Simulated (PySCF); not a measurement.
**One shape, several levels: SiH4S (SMILES [SiH3]S)**

Wanted: a comparison of 6 runs (M06-2X/STO-3G, SVWN5/STO-3G, r2SCAN/STO-3G, CISD/STO-3G, UCCSD(T)/STO-3G, FCI/STO-3G) of SiH4S. Input form: a Python script.

Program for the calculation: PySCF 2.14.0.

2 further runs of the same task are left out: 2 set aside as unsound or not needed.

## (1) The structure to begin with

SiH4S has 6 atoms, charge 0, and is taken as a singlet. SMILES: `[SiH3]S`. One bond was lengthened or shortened from a relaxed shape.

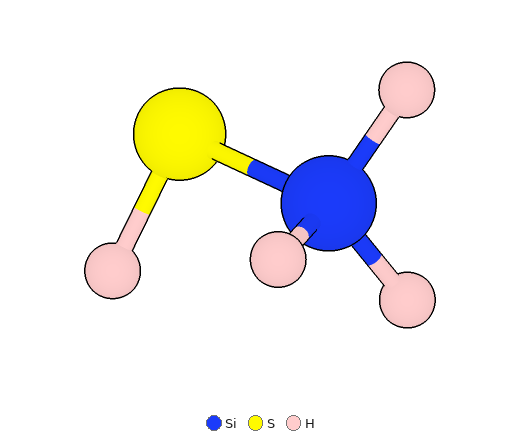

The structure, seen from a chosen angle (silicon blue, sulfur yellow, hydrogen pink).

## (2) A single-point energy at M06-2X/STO-3G (run 1)

The input, run.py:

```python
from pyscf import gto, dft

mol = gto.Mole()
mol.atom = '''
Si  -0.093562  -0.518574  -0.471899
S    0.983538  -0.267774   1.356901
H   -1.553562  -0.329474  -0.277499
H    0.184838  -1.913474  -0.888399
H    0.376038   0.426026  -1.516999
H    0.526100   1.263300   1.572300
'''
mol.verbose = 3
mol.max_memory = 1860
mol.spin = 0
mol.basis = 'sto-3g'
mol.charge = 0
mol.build()

mf = dft.RKS(mol, xc='m06-2x')
mf.conv_tol = 1e-10
mf.grids.level = 5
mf.kernel()
if not mf.converged:
    mf = mf.newton().run(mf.mo_coeff, mf.mo_occ)

energy = mf.e_tot
print('E = %.10f Eh' % energy)
```

On the command line:

```
$ OMP_NUM_THREADS=1 python run.py
```

Standard output:

```text
converged SCF energy = -682.304117670636
E = -682.3041176706 Eh
```

Run time: 3.6 s. Hardware: 1 thread of Arm Neoverse V2, shared host; peak memory 0.21 GiB.

## (3) A single-point energy at SVWN5/STO-3G (run 2)

The input, start.xyz:

```xyz
6
H4SSi
Si    -0.093562    -0.518574    -0.471899
S      0.983538    -0.267774     1.356901
H     -1.553562    -0.329474    -0.277499
H      0.184838    -1.913474    -0.888399
H      0.376038     0.426026    -1.516999
H      0.526100     1.263300     1.572300
```

The input, job.py:

```python
from pyscf import gto, dft

mol = gto.M(
    atom='start.xyz',
    basis='sto-3g',
    charge=0,
    max_memory=1860,
    verbose=3,
    spin=0,
)

myscf = dft.RKS(mol, xc='svwn')
myscf.grids.level = 5
myscf.conv_tol = 1e-10
myscf.kernel()
if not myscf.converged:
    myscf = myscf.newton().run(myscf.mo_coeff, myscf.mo_occ)

energy = myscf.e_tot
print(f'total energy: {energy:.8f} hartree')
```

On the command line:

```
$ OMP_NUM_THREADS=1 python job.py
```

Standard output:

```text
converged SCF energy = -679.653434074731
total energy: -679.65343407 hartree
```

Wall time 1.7 s (1 thread of Arm Neoverse V2, shared host); peak memory 0.14 GiB.

Runs 3 to 4 aren't shown in full; the table further down has their settings and results.

## (4) A single-point energy at UCCSD(T)/STO-3G (run 5)

The input, input.xyz:

```xyz
6
H4SSi
Si    -0.093562    -0.518574    -0.471899
S      0.983538    -0.267774     1.356901
H     -1.553562    -0.329474    -0.277499
H      0.184838    -1.913474    -0.888399
H      0.376038     0.426026    -1.516999
H      0.526100     1.263300     1.572300
```

The input, run.py:

```python
from pyscf import gto, cc

system = gto.Mole()
system.atom = 'input.xyz'
system.basis = 'sto-3g'
system.spin = 0
system.max_memory = 1860
system.verbose = 3
system.build()

hf = system.UHF()
hf.conv_tol = 1e-10
hf.kernel()
if not hf.converged:
    hf = hf.newton().run(hf.mo_coeff, hf.mo_occ)
for _ in range(3):
    mo, _, stable, _ = hf.stability(return_status=True)
    if stable:
        break
    hf.kernel(hf.make_rdm1(mo, hf.mo_occ))

mycc = cc.CCSD(hf, frozen=10)
mycc.kernel()
e_t = mycc.ccsd_t()
e_final = mycc.e_tot + e_t
print('Final energy', e_final)
```

On the command line:

```
$ OMP_NUM_THREADS=1 python run.py
```

Standard output:

```text
converged SCF energy = -681.072216825251  <S^2> = 2.2630786e-12  2S+1 = 1
<class 'pyscf.scf.uhf.UHF'> wavefunction is stable in the internal stability analysis
E(UCCSD) = -681.1806961324883  E_corr = -0.1084793072373952
UCCSD(T) correction = -0.000774627407696916
Final energy -681.181470759896
```

It took 0.7 s on 1 thread of Arm Neoverse V2, shared host; peak memory 0.12 GiB.

## (5) A single-point energy at FCI/STO-3G (run 6)

The input, calc.py:

```python
from pyscf import gto, scf, mcscf
from pyscf import fci

mol = gto.M(
    atom='''
Si      -0.093562      -0.518574      -0.471899
S        0.983538      -0.267774       1.356901
H       -1.553562      -0.329474      -0.277499
H        0.184838      -1.913474      -0.888399
H        0.376038       0.426026      -1.516999
H        0.526100       1.263300       1.572300
''',
    verbose=3,
    max_memory=1860,
    basis='sto-3g',
    charge=0,
)

mf = scf.RHF(mol)
mf.conv_tol = 1e-10
mf.kernel()
if not mf.converged:
    mf = mf.newton().run(mf.mo_coeff, mf.mo_occ)

cas = mcscf.CASCI(mf, mf.mo_coeff.shape[-1] - 10, (mol.nelec[0] - 10, mol.nelec[1] - 10))  # full CI above the frozen core
cas.fcisolver = fci.direct_spin0.FCI(mol)  # even spin states alone
cas.kernel()
print('<S^2> = %.4f' % cas.fcisolver.spin_square(cas.ci, cas.ncas, cas.nelecas)[0])
e_tot = cas.e_tot
print(f'total energy: {e_tot:.8f} hartree')
```

On the command line:

```
$ OMP_NUM_THREADS=1 python calc.py
```

Standard output:

```text
converged SCF energy = -681.07221682525
CASCI E = -681.181803261045  E(CI) = -33.0408880181285  S^2 = 0.0000000
<S^2> = 0.0000
total energy: -681.18180326 hartree
```

Run time: 6 s. Hardware: 1 thread of Arm Neoverse V2, shared host; peak memory 0.25 GiB.

## (6) Overview of the runs

```tsv
run	level	integration grid	frozen core orbitals	energy (Eh)	dipole moment (D) of the reference	HOMO energy (eV)	LUMO energy (eV)	wall time
1	M06-2X/STO-3G	5	–	-682.304118	0.93	-4.90	5.49	3.6 s
2	SVWN5/STO-3G	5	–	-679.653434	0.96	-1.86	3.22	1.7 s
3	r2SCAN/STO-3G	5	–	-682.252150	0.87	-2.35	3.25	3.9 s
4	CISD/STO-3G	–	10	-681.174309	1.07	-7.08	9.36	0.5 s
5	UCCSD(T)/STO-3G	–	10	-681.181471	1.07	-7.08	9.36	0.7 s
6	FCI/STO-3G	–	10	-681.181803	1.07	-7.08	9.36	6 s
```

## (7) Results

```
                                           quantity          value
                                run 6: total energy  -681.18180 Eh
        run 6: dipole moment (Hartree–Fock density)         1.07 D
         run 6: HOMO energy (Hartree–Fock orbitals)       -7.08 eV
         run 6: LUMO energy (Hartree–Fock orbitals)        9.36 eV
       run 6: HOMO–LUMO gap (Hartree–Fock orbitals)       16.44 eV
run 6: correlation energy (10 core orbitals frozen)     -109.6 mEh
```

In words: Against full CI in this basis: CISD +7.5 mEh; UCCSD(T) +0.3 mEh. Over runs 1, 2, 3 the dipole moment (its size) runs from 0.87 D (r2SCAN/STO-3G) to 0.96 D (SVWN5/STO-3G). Over runs 1, 2, 3 the HOMO–LUMO gap runs from 5.08 eV (SVWN5/STO-3G) to 10.39 eV (M06-2X/STO-3G). Totals of different functionals can't be ranked against each other. In runs 1, 2, 3, 4, 5, 6 the basis is minimal, so the values are rough. All runs together took 16 s, the longest 6 s.
